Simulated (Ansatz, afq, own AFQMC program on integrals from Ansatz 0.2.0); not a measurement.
# HBr (singlet): quantum Monte Carlo beside coupled cluster at distance Br1–H2 = 1.115 Å, cc-pVDZ

How near does AFQMC come to the top of the ladder for HBr (singlet)?

Program: Ansatz 0.2.0, Gaussian basis, and an in-house AFQMC program (afq) on its integrals; all values are calculated. Level of theory: cc-pVDZ, frozen cores. These are calculated values, not measurements.

To be run: Full CI; PBE (unrestricted); r2SCAN (unrestricted); PBE0 (unrestricted); B3LYP (unrestricted); wB97M-V (unrestricted); B2PLYP (unrestricted); CCSD(T) on RHF; Full CI; CCSDT(Q) on RHF; CCSDTQ on RHF; Phaseless AFQMC, CISD trial on RHF; Free-projection AFQMC, CID trial on RHF; Free-projection AFQMC, first-order trial on RHF; UHF.

1 further run of the same task is left out (it didn't finish).

### Step 1. The system

The geometry derives from a PBE0/def2-TZVP stationary point (not a proven minimum). One bond is set to the value named and the two fragments are kept rigid. No spin-orbit coupling is included. The filled d shell of Br may be among the frozen orbitals whatever the setting's name suggests; the logs give the count.

2 atoms, charge 0, spin multiplicity 1.

Atoms are counted from 1 here; the program's logs count them from 0.

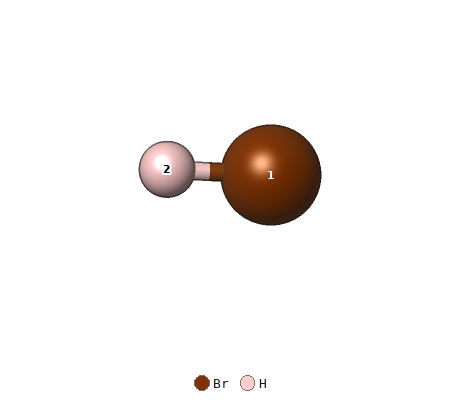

The geometry (bromine brown, hydrogen pink); atoms are numbered from 1 in the order of the file.

As a file:

```mol
BrH
  3D, bonds by distance, orders not assigned

  2  1  0  0  0  0  0  0  0  0999 V2000
    0.0000    0.0000    0.0000 Br  0  0
    0.0000    0.0000    1.1150 H   0  0
  1  2  8  0
M  END
```

### Step 2. Full CI

Contents of in.yaml:

```yaml
crystal:
  periodic: [false, false, false]
  atoms:
    - {symbol: Br, position_ang: [0.000000, 0.000000, 0.000000]}
    - {symbol: H, position_ang: [0.000000, 0.000000, 1.115000]}
basis:
  gaussian: {orbitals: cc-pVDZ}
correlation: {method: fci, electrons: outside_noble_gas}
```

Launch:

```sh
$ ansatz run in.yaml --threads 1 --pin off --events-out ev --progress --plain --max-ram 24576MiB --backend cuda --devices 0, --max-vram 18GiB
```

Output:

```text
Functional definition: HF
  name "HF"
  cite "Fock, Z. Phys. 61, 126 (1930) doi:10.1007/BF01340294"
  parent pbe
  exchange = exact_x
  correlation = 0
582 factors; integrals over basis functions are off by at most 1.8e-7 eV
mean field evaluation 1: about -70011.6067 eV, gradient 9.1e0 eV
mean field evaluation 2: about -70011.6076 eV, gradient 9.1e0 eV
mean field evaluation 4: about -70011.9131 eV, gradient 7.8e-1 eV
mean field evaluation 8: about -70011.9165 eV, gradient 2.4e-6 eV
mean field -70011.91649576 eV, -2572.8904754378 hartree, gradient 9.0e-6 eV, S^2 0.000000; 0 other end points of the search recorded, 0 dependent functions left out
14 core orbitals not correlated: weight in the atoms' cores, before any rotation towards them, 1.000 or more for the frozen orbitals, at most 0.000 for the correlated occupied ones
reference -70011.91649576 eV, -2572.8904754378 hartree; 4, 4 occupied and 14, 14 virtual orbitals, 582 factors
state -70015.72909125 eV, -2573.0305857378 hartree
Total energy: -70015.72909125 eV, -2573.0305857378 hartree
```

Wall time 9 s (1 × NVIDIA H100 80GB HBM3 with 1 thread of AMD EPYC 7R13 (Zen 3), shared host); peak host memory 1.6 GiB.

From the report: 2,342,800 determinants, symmetry A1.

### Step 3. PBE (unrestricted)

in.yaml, as its differences from that of step 2:

```diff
@@ -7,2 +7,4 @@
   gaussian: {orbitals: cc-pVDZ}
-correlation: {method: fci, electrons: outside_noble_gas}
+magnetization: {spin_polarized: true, initial_magnetization: 0}
+hamiltonian: {xc: {name: PBE}}
+output: {orbitals: {seedname: orbitals}}
```

Launch:

```sh
$ ansatz run in.yaml --threads 1 --pin off --events-out ev --progress --plain --max-ram 8192MiB --backend cpu
```

Output:

```text
Functional definition: PBE
  name "PBE"
  cite "Perdew, Burke & Ernzerhof, Phys. Rev. Lett. 77, 3865 (1996) doi:10.1103/PhysRevLett.77.3865"
  parent pbe
  parameter kappa = 0.804
  parameter beta = 0.06672455060314922
  exchange = pbe_x(kappa = kappa, mu = beta*pi^2/3)
  correlation = pbe_c(beta = beta)
359 factors; integrals over basis functions are off by at most 4.8e-4 eV
mean field evaluation 1: about -70048.6897 eV, gradient 6.6e0 eV
mean field evaluation 2: about -70048.7978 eV, gradient 5.5e0 eV
mean field evaluation 4: about -70048.9676 eV, gradient 2.1e-1 eV
mean field evaluation 8: about -70048.9698 eV, gradient 1.0e-3 eV
mean field -70048.96978505 eV, -2574.2521587034 hartree, gradient 4.8e-5 eV, S^2 0.000000; 0 other end points of the search recorded, 0 dependent functions left out
reference -70048.96980087 eV, -2574.2521592849 hartree; 18, 18 occupied and 14, 14 virtual orbitals, 359 factors
Total energy: -70048.96980087 eV, -2574.2521592849 hartree
```

Run time: 0.51 s. Hardware: 1 thread of AMD EPYC 7R13 (Zen 3), shared host; peak memory 1.6 GiB.

From the report: ⟨S²⟩ of the determinant 0.000 (pure singlet: 0.00).

### Step 4. r2SCAN (unrestricted)

in.yaml, as its differences from that of step 3:

```diff
@@ -8,3 +8,2 @@
 magnetization: {spin_polarized: true, initial_magnetization: 0}
-hamiltonian: {xc: {name: PBE}}
-output: {orbitals: {seedname: orbitals}}
+hamiltonian: {xc: {name: r2SCAN}}
```

Launched as before.

Output:

```text
Functional definition: r2SCAN
  name "r2SCAN"
  cite "Furness, Kaplan, Ning, Perdew & Sun, J. Phys. Chem. Lett. 11, 8208 (2020) doi:10.1021/acs.jpclett.0c02405"
  cite "Furness, Kaplan, Ning, Perdew & Sun, J. Phys. Chem. Lett. 11, 9248 (2020) doi:10.1021/acs.jpclett.0c03077"
  parent r2scan
  parameter k0 = 0.174
  parameter k1 = 0.065
  parameter a1 = 4.9479
  exchange = r2scan_x(k0 = k0, k1 = k1, a1 = a1)
  correlation = r2scan_c
359 factors; integrals over basis functions are off by at most 4.8e-4 eV
mean field evaluation 1: about -70059.0550 eV, gradient 5.5e0 eV
mean field evaluation 2: about -70059.1556 eV, gradient 4.1e0 eV
mean field evaluation 4: about -70059.2429 eV, gradient 1.7e-1 eV
mean field evaluation 8: about -70059.2421 eV, gradient 4.8e-4 eV
mean field -70059.24209542 eV, -2574.6296591468 hartree, gradient 5.0e-5 eV, S^2 0.000000; 0 other end points of the search recorded, 0 dependent functions left out
reference -70059.24210025 eV, -2574.6296593242 hartree; 18, 18 occupied and 14, 14 virtual orbitals, 359 factors
Total energy: -70059.24210025 eV, -2574.6296593242 hartree
```

It took 0.97 s on 1 thread of AMD EPYC 7R13 (Zen 3), shared host; peak memory 1.6 GiB.

From the report: ⟨S²⟩ of the determinant 0.000 (pure singlet: 0.00).

### Step 5. PBE0 (unrestricted)

in.yaml, as its differences from that of step 4:

```diff
@@ -8,2 +8,3 @@
 magnetization: {spin_polarized: true, initial_magnetization: 0}
-hamiltonian: {xc: {name: r2SCAN}}
+hamiltonian: {xc: {name: PBE0}}
+output: {orbitals: {seedname: orbitals}}
```

Same command.

Output:

```text
Functional definition: PBE0
  name "PBE0"
  cite "Adamo & Barone, J. Chem. Phys. 110, 6158 (1999) doi:10.1063/1.478522"
  cite "Perdew, Burke & Ernzerhof, Phys. Rev. Lett. 77, 3865 (1996) doi:10.1103/PhysRevLett.77.3865"
  parent pbe
  parameter a = 0.25
  parameter kappa = 0.804
  parameter beta = 0.06672455060314922
  exchange = (1 - a)*pbe_x(kappa = kappa, mu = beta*pi^2/3) + a*exact_x
  correlation = pbe_c(beta = beta)
359 factors; integrals over basis functions are off by at most 4.8e-4 eV
mean field evaluation 1: about -70051.4275 eV, gradient 4.0e0 eV
mean field evaluation 2: about -70051.4970 eV, gradient 2.5e0 eV
mean field evaluation 4: about -70051.5259 eV, gradient 9.7e-2 eV
mean field evaluation 8: about -70051.5434 eV, gradient 2.3e-3 eV
mean field -70051.54340980 eV, -2574.3467376686 hartree, gradient 2.5e-5 eV, S^2 0.000000; 0 other end points of the search recorded, 0 dependent functions left out
reference -70051.54342153 eV, -2574.3467380997 hartree; 18, 18 occupied and 14, 14 virtual orbitals, 359 factors
Total energy: -70051.54342153 eV, -2574.3467380997 hartree
```

It took 0.64 s on 1 thread of AMD EPYC 7R13 (Zen 3), shared host; peak memory 1.6 GiB.

From the report: ⟨S²⟩ of the determinant 0.000 (pure singlet: 0.00).

### Step 6. B3LYP (unrestricted)

in.yaml, as its differences from that of step 5:

```diff
@@ -8,3 +8,2 @@
 magnetization: {spin_polarized: true, initial_magnetization: 0}
-hamiltonian: {xc: {name: PBE0}}
-output: {orbitals: {seedname: orbitals}}
+hamiltonian: {xc: {name: B3LYP}}
```

Same command.

Output (excerpt; [...] marks lines left out):

```text
Functional definition: B3LYP
  name "B3LYP"
  cite "Stephens, Devlin, Chabalowski & Frisch, J. Phys. Chem. 98, 11623 (1994) doi:10.1021/j100096a001"
  cite "Becke, Phys. Rev. A 38, 3098 (1988) doi:10.1103/PhysRevA.38.3098"
  cite "Lee, Yang & Parr, Phys. Rev. B 37, 785 (1988) doi:10.1103/PhysRevB.37.785"
  cite "Vosko, Wilk & Nusair, Can. J. Phys. 58, 1200 (1980) doi:10.1139/p80-159"
[...]
359 factors; integrals over basis functions are off by at most 4.8e-4 eV
[...]
mean field -70060.46870136 eV, -2574.6747360836 hartree, gradient 2.6e-5 eV, S^2 0.000000; 0 other end points of the search recorded, 0 dependent functions left out
reference -70060.46882971 eV, -2574.6747408003 hartree; 18, 18 occupied and 14, 14 virtual orbitals, 359 factors
Total energy: -70060.46882971 eV, -2574.6747408003 hartree
```

It took 0.67 s on 1 thread of AMD EPYC 7R13 (Zen 3), shared host; peak memory 1.6 GiB.

From the report: ⟨S²⟩ of the determinant 0.000 (pure singlet: 0.00).

### Step 7. wB97M-V (unrestricted)

in.yaml, as its differences from that of step 6:

```diff
@@ -8,2 +8,3 @@
 magnetization: {spin_polarized: true, initial_magnetization: 0}
-hamiltonian: {xc: {name: B3LYP}}
+hamiltonian: {xc: {name: wB97M-V}}
+output: {orbitals: {seedname: orbitals}}
```

Launched as before.

Output (excerpt; [...] marks lines left out):

```text
Functional definition: wB97M-V
  name "wB97M-V"
  cite "Mardirossian & Head-Gordon, J. Chem. Phys. 144, 214110 (2016) doi:10.1063/1.4952647"
  cite "Becke, J. Chem. Phys. 107, 8554 (1997) doi:10.1063/1.475007"
  cite "Vydrov & Van Voorhis, J. Chem. Phys. 133, 244103 (2010) doi:10.1063/1.3521275"
  # Of w^i u^j: cxij and so on, Table III.
[...]
  gx(w, u) = 1 - cx + cx01*u + cx10*w
  gss(w, u) = css00 + css04*u^4 + css10*w + css20*w^2 + css43*w^4*u^3
  gos(w, u) = cos00 + cos10*w + (cos20 + cos21*u)*w^2 + (cos60 + cos61*u)*w^6
[...]
      + integral(e_c_pw_mod_opposite_spin*gos(b97_w_opposite, b97_u_opposite)) + vv10(b, c)
359 factors; integrals over basis functions are off by at most 4.8e-4 eV
71 factors; integrals over basis functions are off by at most 5.0e-6 eV
[...]
mean field -70055.62207408 eV, -2574.4966258165 hartree, gradient 7.6e-5 eV, S^2 0.000000; 0 other end points of the search recorded, 0 dependent functions left out
reference -70055.62209404 eV, -2574.4966265497 hartree; 18, 18 occupied and 14, 14 virtual orbitals, 359 factors
Total energy: -70055.62209404 eV, -2574.4966265497 hartree
```

Run time: 2 s. Hardware: 1 thread of AMD EPYC 7R13 (Zen 3), shared host; peak memory 1.6 GiB.

From the report: ⟨S²⟩ of the determinant 0.000 (pure singlet: 0.00).

### Step 8. B2PLYP (unrestricted)

in.yaml, as its differences from that of step 7:

```diff
@@ -8,3 +8,3 @@
 magnetization: {spin_polarized: true, initial_magnetization: 0}
-hamiltonian: {xc: {name: wB97M-V}}
-output: {orbitals: {seedname: orbitals}}
+hamiltonian: {xc: {name: B2PLYP}}
+correlation: {electrons: outside_noble_gas}
```

The command is unchanged.

Output (excerpt; [...] marks lines left out):

```text
Functional definition: B2PLYP
  name "B2PLYP"
  cite "Grimme, J. Chem. Phys. 124, 034108 (2006) doi:10.1063/1.2148954"
  cite "Becke, Phys. Rev. A 38, 3098 (1988) doi:10.1103/PhysRevA.38.3098"
  cite "Lee, Yang & Parr, Phys. Rev. B 37, 785 (1988) doi:10.1103/PhysRevB.37.785"
[...]
359 factors; integrals over basis functions are off by at most 4.8e-4 eV
[...]
mean field -70046.74284636 eV, -2574.1703202161 hartree, gradient 7.3e-6 eV, S^2 0.000000; 0 other end points of the search recorded, 0 dependent functions left out
14 core orbitals not correlated: weight in the atoms' cores, before any rotation towards them, 1.000 or more for the frozen orbitals, at most 0.000 for the correlated occupied ones
reference -70046.74292760 eV, -2574.1703232015 hartree; 4, 4 occupied and 14, 14 virtual orbitals, 359 factors
second order -4.03015323 eV of doubles, -0.00000000 eV of singles
Total energy: -70047.83106897 eV, -2574.2103116593 hartree
```

Run time: 0.7 s. Hardware: 1 thread of AMD EPYC 7R13 (Zen 3), shared host; peak memory 1.6 GiB.

From the report: ⟨S²⟩ of the determinant 0.000 (pure singlet: 0.00).

### Step 9. CCSD(T) on RHF

Contents of in.yaml:

```yaml
crystal:
  periodic: [false, false, false]
  atoms:
    - {symbol: Br, position_ang: [0.000000, 0.000000, 0.000000]}
    - {symbol: H, position_ang: [0.000000, 0.000000, 1.115000]}
basis:
  gaussian: {orbitals: cc-pVDZ}
magnetization: {spin_polarized: false}
correlation: {method: ccsd_t, electrons: outside_noble_gas, hamiltonian_folder: ham}
```

Launch:

```sh
$ ansatz run in.yaml --threads 1 --pin off --events-out ev --progress --plain --max-ram 24576MiB --backend cuda --devices 0, --max-vram 18GiB
```

Output (excerpt; [...] marks lines left out):

```text
Functional definition: HF
  name "HF"
  cite "Fock, Z. Phys. 61, 126 (1930) doi:10.1007/BF01340294"
  parent pbe
[...]
359 factors; integrals over basis functions are off by at most 4.8e-4 eV
[...]
mean field -70011.91644481 eV, -2572.8904735655 hartree, gradient 1.4e-6 eV, S^2 0.000000; 0 other end points of the search recorded, 0 dependent functions left out
14 core orbitals not correlated: weight in the atoms' cores, before any rotation towards them, 1.000 or more for the frozen orbitals, at most 0.000 for the correlated occupied ones
reference -70011.91644481 eV, -2572.8904735655 hartree; 4, 4 occupied and 14, 14 virtual orbitals, 359 factors
second order -3.36068585 eV of doubles, -0.00000000 eV of singles
cycle   1  -3.67908040 eV  change   -3.2e-1 eV  update   3.0e-2
[...]
cycle   7  -3.75316891 eV  change   -9.9e-7 eV  update   2.1e-6
perturbative correction -0.04916458 eV, -0.0018067649 hartree
Total energy: -70015.71877830 eV, -2573.0302067438 hartree
```

Run time: 7 s. Hardware: 1 × NVIDIA H100 80GB HBM3 with 1 thread of AMD EPYC 7R13 (Zen 3), shared host; peak host memory 1.6 GiB.

From the report: correlation -3.8023 eV; T1 0.004; largest double amplitude 0.04.

This run also writes the integrals to the folder ham.

[end of part 1 of 2]
